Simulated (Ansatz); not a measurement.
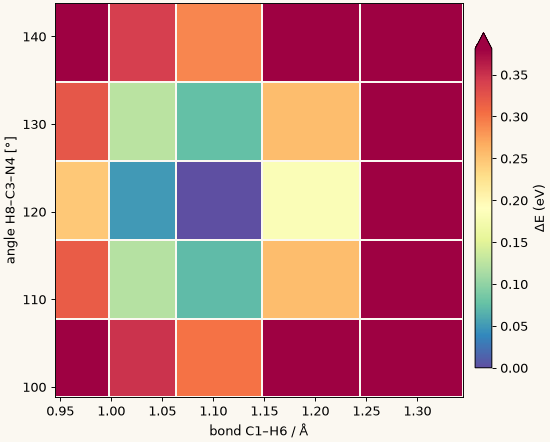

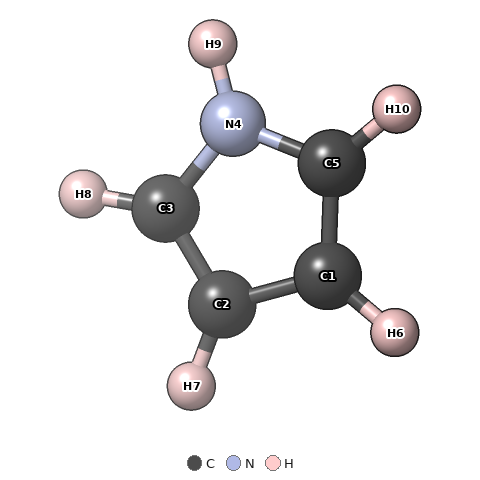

Energy landscape of C4H5N, SMILES c1cc[nH]c1. Two internal coordinates are moved rigidly from the geometry relaxed at PBE0-D4/def2-TZVP, all others fixed. The first coordinate is: bond C1–H6; the second: angle H8–C3–N4. Grid: 5 × 5 points. Points are written as (first, second). All energies are given in eV relative to the lowest grid point. Theory: RKS r2SCAN-D4/def2-TZVPP (Ansatz 0.2.0).

In the figure: one coloured cell a grid point, one colour for all values above the top of the scale. The second picture is the structure at the lowest point.

> Summarise what can be read from the map.

The lowest grid point is at (1.102 Å, 121.3°). No other kind of well shows on this grid. The highest grid point, (1.294 Å, 103.3°), lies 0.87 eV above the lowest. Round the minimum the two coordinates are nearly uncoupled.

The input of one point:

```yaml
crystal:
  periodic: [false, false, false]
  atoms:
    - {symbol: C, position_ang: [0.384557, 0.594138, -0.956386]}
    - {symbol: C, position_ang: [0.750171, -0.724376, -0.589794]}
    - {symbol: C, position_ang: [0.090256, -1.022297, 0.574562]}
    - {symbol: N, position_ang: [-0.655370, 0.066111, 0.918377]}
    - {symbol: C, position_ang: [-0.486139, 1.056332, -0.003373]}
    - {symbol: H, position_ang: [0.728640, 1.155300, -1.840189]}
    - {symbol: H, position_ang: [1.421529, -1.381822, -1.119352]}
    - {symbol: H, position_ang: [0.091896, -1.913981, 1.180232]}
    - {symbol: H, position_ang: [-1.241864, 0.129050, 1.729678]}
    - {symbol: H, position_ang: [-0.993766, 2.002592, 0.090678]}
basis:
  gaussian: {orbitals: def2-TZVPP}
hamiltonian: {xc: r2scan, dispersion: d4}
```
